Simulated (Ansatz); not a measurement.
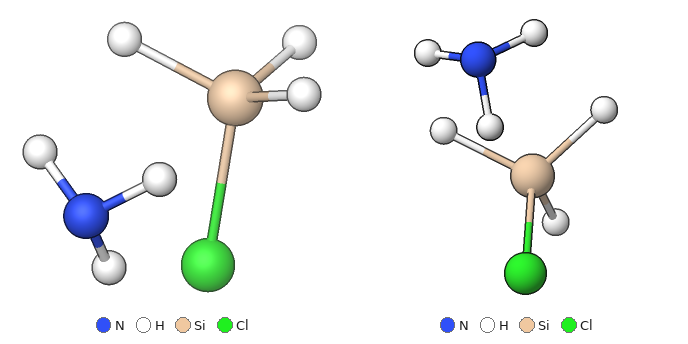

The same structure drawn twice, from different directions.

The geometry was computed by an optimisation with PBE-D4/def2-SVP. No frequency run is at hand to confirm it as a minimum.

Describe the molecule.

Formula ClH₆NSi. Its SMILES string is `N.[SiH3]Cl`. Judged by distances it falls into 2 fragments: NH3, ClH3Si. It has no ring. Among its groups: Si–H bond. Coordination: 1 N trigonal pyramidal; 1 Si tetrahedral.
